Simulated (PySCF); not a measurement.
ClH$_{7}$P$_{2}$Si$_{2}$ (SMILES P[SiH2]P[SiH2]Cl)

```tsv
atom	x (Å)	y (Å)	z (Å)
P	-2.2738	0.9155	-0.5299
Si	-1.1479	-1.0377	-0.5864
P	0.5646	-1.3168	0.8535
Si	1.9167	0.3965	0.3751
Cl	2.6554	0.0784	-1.4701
H	-1.2002	1.6987	-0.9238
H	-2.0404	1.1720	0.8125
H	-2.1083	-2.0958	-0.2577
H	-0.6241	-1.2207	-1.9415
H	-0.0329	-0.6877	1.9299
H	1.2784	1.7161	0.3729
H	3.0135	0.3807	1.3395
```

Geometry: GFN2-xTB.

Computed with PySCF 2.14.0, CAM-B3LYP/def2-SVPD, SCF density, gas phase.

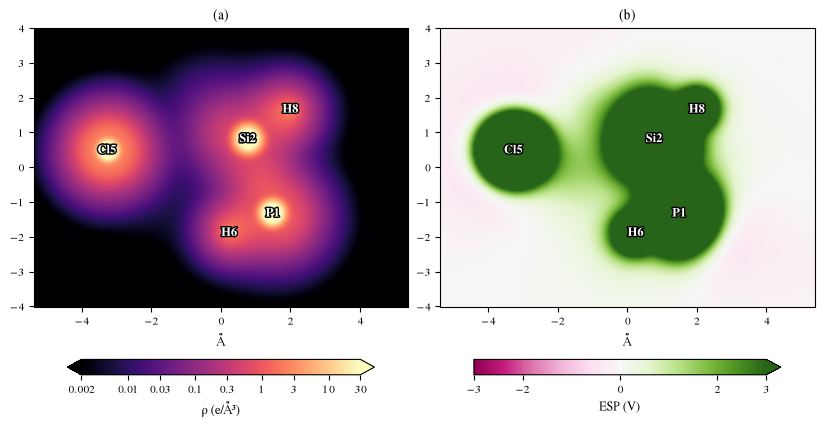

Figure 1. (a) total electron density; (b) electrostatic potential on the plane of atoms P1, Si2 and H8.

### What do the fields say about this system?

- The section cuts through P, Si, Cl and H sites.
- Si–P (2.26 Å): the density is about 0.74 e/Å³ at the midpoint, with its minimum of 0.63 e/Å³ about 0.8 Å from Si.
- P–H (1.39 Å): the density is about 1.1 e/Å³ at the midpoint.
- Si–H (1.47 Å): the density is about 0.79 e/Å³ at the midpoint.
- Outside the dense part of the molecule the potential is most negative (−0.4 V) near Cl5.

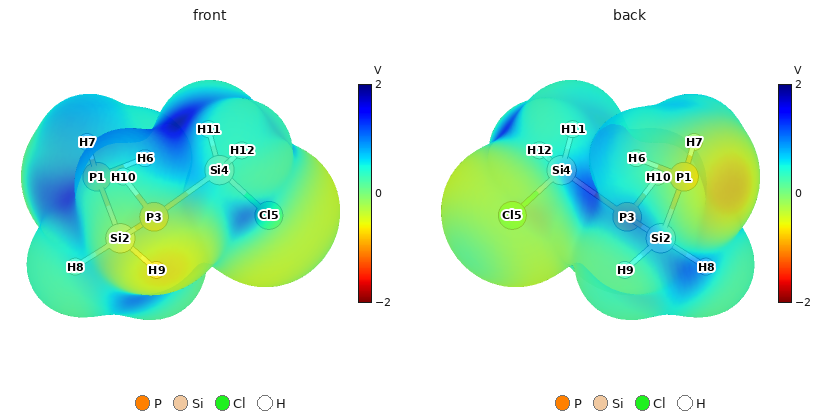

Figure 2. The electrostatic potential painted on the density surface at 0.002 e/bohr³, seen from the front and from behind; red is negative and blue positive.

### Which sites attract a positive test charge, and which a negative one?

A positive charge is drawn to the negative regions and a negative charge to the positive ones. The most negative region (about −0.7 V) lies over P1 and P3, the most positive (about +1.6 V) over Si4. Cl5 shows a σ-hole: about +0.2 V at the tip opposite its bond, against about −0.2 V on its flanks.
